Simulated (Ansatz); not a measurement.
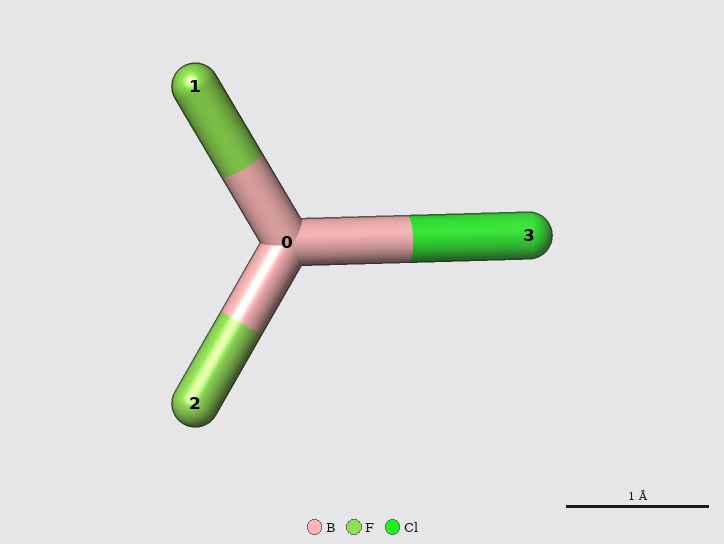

The structure as it stands in the input. Atoms are numbered from 0, in the order of the input.

Input file:

```yaml
crystal:
  periodic: [false, false, false]
  atoms:
    - {symbol: B, position_ang: [0.124694, -1.113993, 0.338700]}
    - {symbol: F, position_ang: [-1.015005, -1.191514, 0.980766]}
    - {symbol: F, position_ang: [0.209854, -1.616659, -0.868464]}
    - {symbol: Cl, position_ang: [1.504614, -0.354805, 1.078166]}
basis:
  gaussian: {orbitals: def2-TZVPP}
hamiltonian: {xc: {name: B3LYP}, dispersion: d4}
```

Command:

```sh
ansatz run in.yaml --threads 4 --pin off --events-out ev --progress --plain --max-ram 9574MiB
```

Output:

```
Functional definition: B3LYP
  name "B3LYP"
  cite "Stephens, Devlin, Chabalowski & Frisch, J. Phys. Chem. 98, 11623 (1994) doi:10.1021/j100096a001"
  cite "Becke, Phys. Rev. A 38, 3098 (1988) doi:10.1103/PhysRevA.38.3098"
  cite "Lee, Yang & Parr, Phys. Rev. B 37, 785 (1988) doi:10.1103/PhysRevB.37.785"
  cite "Vosko, Wilk & Nusair, Can. J. Phys. 58, 1200 (1980) doi:10.1139/p80-159"
  parameter a0 = 0.2
  parameter ax = 0.72
  parameter ac = 0.81
  exchange = (1 - a0 - ax)*slater_x + ax*b88_x + a0*exact_x
  correlation = (1 - ac)*vwn_rpa_c + ac*lyp_c
794 factors; their error is unknown
mean field evaluation 1: about -18638.3476 eV, gradient 4.2e1 eV
mean field evaluation 2: about -18635.3914 eV, gradient 6.4e1 eV
mean field evaluation 4: about -18640.6049 eV, gradient 7.1e-1 eV
mean field evaluation 8: about -18640.6499 eV, gradient 1.4e-1 eV
mean field -18640.64996580 eV, -685.0312511566 hartree, gradient 8.3e-5 eV, S^2 0.000000; 0 other end points of the search recorded, 0 dependent functions left out
reference -18640.65016915 eV, -685.0312586297 hartree; 20, 20 occupied and 115, 115 virtual orbitals, 794 factors
Total energy: -18640.75661853 eV, -685.0351705722 hartree
```
